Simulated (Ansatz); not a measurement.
Co3Ni5BRu15: several calculations on one system

### Relaxation

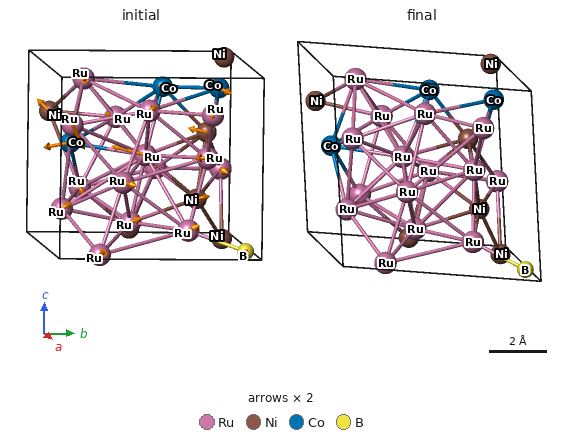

The structure of an amorphous cell of composition Co3Ni5BRu15 (coarse preliminary run) before (left) and after (right) a relaxation, at one scale. The orange arrows give the displacements (the part carried along by the change of the cell is left out), 2 times their true length.

Style: ball-and-stick. Shown: the cell of the calculation (origin shifted), slightly off an axis.

Case: the quenched liquid.

Method: DFT PBE, scalar-relativistic, plane waves, PAW in Ansatz. (plane-wave cutoff 420 eV; k-point mesh 2 × 2 × 2; occupations gaussian; smearing width 0.1 eV; mesh shifted by (0.5, 0.5, 0.5); no spin polarisation; cell and atoms relaxed; force threshold 0.04 eV/Å; at most 70 steps)

### Summarise the run.

A Ru atom moves most relative to the cell: 0.62 Å roughly along [0 −3 1]. Largest moves by element: Ru 0.62 Å, Co 0.54 Å, Ni 0.34 Å, B 0.06 Å. The volume changes by +0.3 %, with a 6.661 → 6.614 Å (−0.7 %), b 7.116 → 6.983 Å (−1.9 %), c 6.538 → 6.807 Å (+4.1 %), α 90.3° → 97.6°, β 85.8° → 90.8°, γ 82.9° → 80.9°. Near-neighbour distances that change, for instance: Ru–Ru 3.574 → 2.636 Å, Co–Ni 3.318 → 2.453 Å, Ni–Ru 2.558 → 3.394 Å, Ru–Ru 3.321 → 4.144 Å. Bonds break: Ni–Ru (2.56 → 3.39 Å). The energy falls by 2.323 eV per cell of the calculation in 16 accepted moves (18 points after the start). Largest force component: 1.7 eV/Å at the start, 0.036 eV/Å at the end. Pressure: 4.42 GPa at the start and 0.02 GPa at the end. The SCF was repeated twice at an unchanged geometry on a basis and grid sized afresh for the cell, which shifted the energy by 14.9 meV per cell of the calculation at most.

Limits of the set-up: the k-point mesh is coarse for a cell with partly filled bands; the periodic images lie only 6.5 Å apart, so the values are limited by the cell's size.

### Dynamics

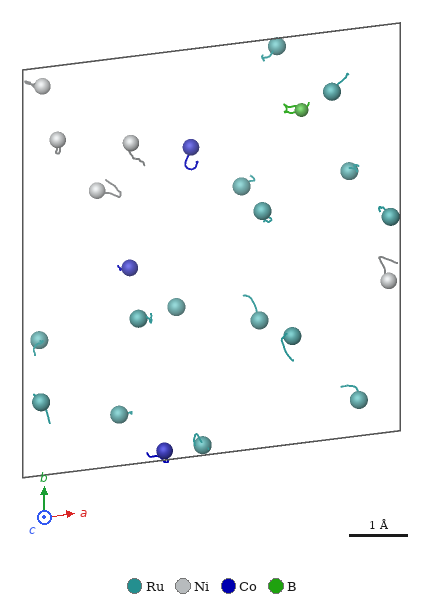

First-principles dynamics of an amorphous cell of composition Co3Ni5BRu15 (24 atoms in the cell), 90 fs long. It starts from the last geometry of an earlier run, with fresh velocities. Lines trace each atom's path, in the colour of its element; spheres stand at the starting positions. Seen along the c axis in the simulation cell.

These are results of DFT PBE, scalar-relativistic, plane waves, PAW in Ansatz 0.2.0, not measurements. Run with plane-wave cutoff 420 eV; k-point mesh 1 × 1 × 1; Fermi-Dirac smearing 0.208 eV; set temperature 2410 K; time step 1.5 fs.

Input file:
```yaml
crystal:
  lattice:
    - [6.643342, 0.424962, 0.244107]
    - [0.424962, 7.10344, -0.023133]
    - [0.244107, -0.023133, 6.533752]
  atoms:
    - { symbol: Ru, position: [0.4071424258, 0.3717021835, 0.0537060467] }
    - { symbol: Ru, position: [0.6271195594, 0.3135475584, 0.3518354887] }
    - { symbol: Ru, position: [0.8649305285, 0.6520262514, 0.2369992748] }
    - { symbol: Ru, position: [0.7140547116, 0.2650328335, 0.8295272964] }
    - { symbol: Ru, position: [0.6733371937, 0.9805956049, 0.1838214832] }
    - { symbol: Ru, position: [0.2557651688, 0.1251980673, 0.3338819544] }
    - { symbol: Ru, position: [0.8190186216, 0.8521639468, 0.7602260157] }
    - { symbol: Ru, position: [0.0489364291, 0.1795157371, 0.8163534541] }
    - { symbol: Ru, position: [0.8900746143, 0.0880565864, 0.4677640566] }
    - { symbol: Ru, position: [0.0441631385, 0.3323961378, 0.1032633875] }
    - { symbol: Ru, position: [0.9741857914, 0.5274570812, 0.8750981154] }
    - { symbol: Ru, position: [0.5796889437, 0.6476384011, 0.0011798399] }
    - { symbol: Ru, position: [0.6349992634, 0.5806687833, 0.6384891398] }
    - { symbol: Ru, position: [0.4767481788, 0.0248795872, 0.5935430039] }
    - { symbol: Ru, position: [0.3068984972, 0.3546398091, 0.6628111124] }
    - { symbol: Ni, position: [0.2868058065, 0.7875887936, 0.7605608163] }
    - { symbol: Ni, position: [0.9692602293, 0.3709810603, 0.5366910055] }
    - { symbol: Ni, position: [0.0522273604, 0.954109501, 0.133175379] }
    - { symbol: Ni, position: [0.197152081, 0.6814055004, 0.0872971687] }
    - { symbol: Ni, position: [0.0929631815, 0.8178813415, 0.4904287169] }
    - { symbol: Co, position: [0.3757968449, 0.0227583552, 0.9995567694] }
    - { symbol: Co, position: [0.2837425983, 0.4819094762, 0.3650518501] }
    - { symbol: Co, position: [0.4456369932, 0.7591341662, 0.3694695913] }
    - { symbol: B, position: [0.738404607, 0.8165797629, 0.4959772738] }
  symmetry: { detect: false }
basis:
  ecutwfc: 420
  xc_grid: 1
kpoints:
  mp_grid: { grid: [1, 1, 1], shift: [0.25, 0.25, 0.25] }
hamiltonian:
  xc: pbe
scf:
  occupations: { method: fermi_dirac, width: 0.2077 }
  lower_state_search: "off"
  convergence: { dr2_threshold: 1.0e-05 }
output:
  forces: true
  stress: true
md:
  timestep: 1.5
  n_steps: 60
  ensemble: nvt_langevin
  friction: 0.03
  temperature: 2410.0
  initial_velocities: maxwell_boltzmann
  seed: 50837
```

Run as
```bash
ansatz run input.yaml --threads 2 --pin off --max-ram 5120MiB --backend cpu --events-out ev --progress --plain --runs-dir out
```

What do the traces tell about the motion?

Answer. In the second half of the run the atoms are, in the root-mean-square, this far from where they began (common drift taken out): Ni 0.38 Å, Ru 0.35 Å, Co 0.29 Å, B 0.22 Å. The run lasts only 90 fs, too short to tell vibration from diffusion. The mean temperature in the second half is 2512 K (standard deviation 214 K). The potential energy is still drifting at the end, so the run hasn't reached equilibrium. The potential energy in the second half lies on average 6.3 meV per atom above the first frame. The mean pressure there is 23.5 GPa.

Limits of the set-up: the periodic images lie only 6.5 Å apart, so the values are limited by the cell's size.

The run took 5.3 min on 2 threads of Arm Neoverse V1 (shared host), peak memory 0.73 GiB.

### Dynamics

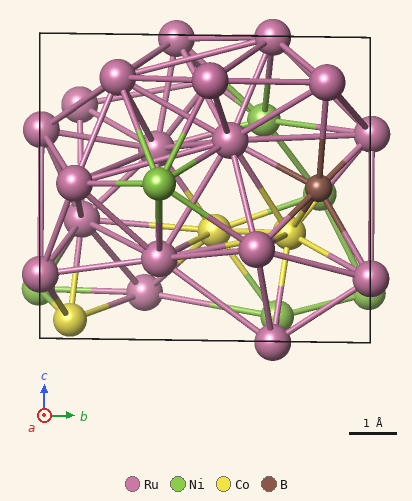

Starting frame of a dynamics run of an amorphous cell of composition Co3Ni5BRu15 (24 atoms in the cell). It starts from the last geometry of an earlier run, with fresh velocities. A ball-and-stick model of the simulation cell, seen along the a axis. Bonds to atoms that aren't drawn are left out.

Method: Ansatz 0.2.0, DFT PBE, scalar-relativistic, plane waves, PAW.

The input:
```yaml
crystal:
  lattice:
    - [6.643342, 0.424962, 0.244107]
    - [0.424962, 7.10344, -0.023133]
    - [0.244107, -0.023133, 6.533752]
  atoms:
    - { symbol: Ru, position: [0.3881893243, 0.4141180777, 0.9882424751] }
    - { symbol: Ru, position: [0.6320361445, 0.3622694606, 0.2659010063] }
    - { symbol: Ru, position: [0.8575453349, 0.6567735119, 0.3007041982] }
    - { symbol: Ru, position: [0.7394574245, 0.2367239433, 0.8583791052] }
    - { symbol: Ru, position: [0.6693794459, 0.0024217089, 0.2096355241] }
    - { symbol: Ru, position: [0.3207310249, 0.127742135, 0.392089632] }
    - { symbol: Ru, position: [0.8596638059, 0.8696829243, 0.8506804422] }
    - { symbol: Ru, position: [0.122774508, 0.121265119, 0.7669908319] }
    - { symbol: Ru, position: [0.815055659, 0.105614378, 0.5093543618] }
    - { symbol: Ru, position: [0.0151022042, 0.3176447994, 0.154654636] }
    - { symbol: Ru, position: [0.0034482424, 0.5159380969, 0.8517258447] }
    - { symbol: Ru, position: [0.6196018198, 0.7053318517, 0.9966790471] }
    - { symbol: Ru, position: [0.6795822303, 0.5763372803, 0.6568391592] }
    - { symbol: Ru, position: [0.5027388657, 0.0052820183, 0.6833707327] }
    - { symbol: Ru, position: [0.3788674906, 0.3535602607, 0.6258734369] }
    - { symbol: Ni, position: [0.2973014316, 0.6786701071, 0.7255734127] }
    - { symbol: Ni, position: [0.9878401478, 0.3618010783, 0.5112842936] }
    - { symbol: Ni, position: [0.0567996638, 0.9965964005, 0.1621695544] }
    - { symbol: Ni, position: [0.1957256992, 0.718766658, 0.0809167178] }
    - { symbol: Ni, position: [0.1240189052, 0.8478120985, 0.4852356027] }
    - { symbol: Co, position: [0.3409960516, 0.091929528, 0.0618130037] }
    - { symbol: Co, position: [0.2500982511, 0.5292863112, 0.3600974539] }
    - { symbol: Co, position: [0.4484765358, 0.7550905798, 0.3558721195] }
    - { symbol: B, position: [0.6641571898, 0.844428154, 0.5041422062] }
  symmetry: { detect: false }
basis:
  ecutwfc: 420
  xc_grid: 1
kpoints:
  mp_grid: { grid: [1, 1, 1], shift: [0.25, 0.25, 0.25] }
hamiltonian:
  xc: pbe
scf:
  occupations: { method: fermi_dirac, width: 0.05 }
  lower_state_search: "off"
  convergence: { dr2_threshold: 1.0e-05 }
output:
  forces: true
  stress: true
md:
  timestep: 1.5
  n_steps: 91
  ensemble: nvt_langevin
  friction: 0.03
  temperature: 300.0
  initial_velocities: maxwell_boltzmann
  seed: 50841
```

Run as
```bash
ansatz run input.yaml --threads 2 --pin off --max-ram 5120MiB --backend cpu --events-out ev --progress --plain --runs-dir out
```

### Predict how the run goes.

The mean temperature in the second half is 366 K (standard deviation 55 K). The potential energy is still drifting at the end, so the run hasn't reached equilibrium. The potential energy in the second half lies on average 145 meV per atom below the first frame. The first frame is far from relaxed (forces up to 6.0 eV/Å), so much of the motion is the structure settling. The mean pressure there is 5.1 GPa. In the second half of the run the atoms are, in the root-mean-square, this far from where they began (common drift taken out): B 0.75 Å, Co 0.26 Å, Ni 0.24 Å, Ru 0.20 Å. The run lasts only 136 fs, too short to tell vibration from diffusion.

Along the run (each row but the first and the last is the mean over the interval that it begins):

```json
{"time (fs)": "0.0", "potential energy (meV/atom)": "0.0", "T (K)": "288", "p (GPa)": "11.9"}
{"time (fs)": "22.5", "potential energy (meV/atom)": "-106.8", "T (K)": "699", "p (GPa)": "7.6"}
{"time (fs)": "45.0", "potential energy (meV/atom)": "-124.9", "T (K)": "545", "p (GPa)": "6.1"}
{"time (fs)": "67.5", "potential energy (meV/atom)": "-138.2", "T (K)": "431", "p (GPa)": "5.1"}
{"time (fs)": "90.0", "potential energy (meV/atom)": "-138.8", "T (K)": "327", "p (GPa)": "5.2"}
{"time (fs)": "112.5", "potential energy (meV/atom)": "-154.3", "T (K)": "344", "p (GPa)": "4.9"}
{"time (fs)": "135.0", "potential energy (meV/atom)": "-159.4", "T (K)": "365", "p (GPa)": "4.8"}
```

The paths of the atoms:

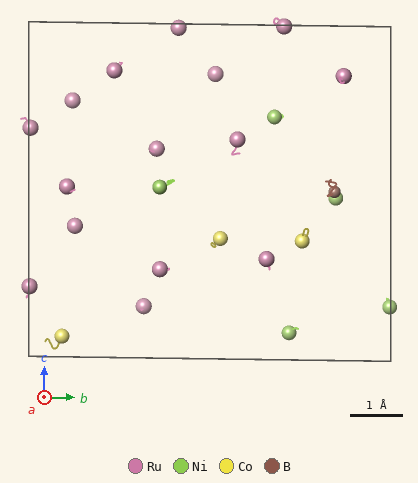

Limits of the set-up: the periodic images lie only 6.5 Å apart, so the values are limited by the cell's size.
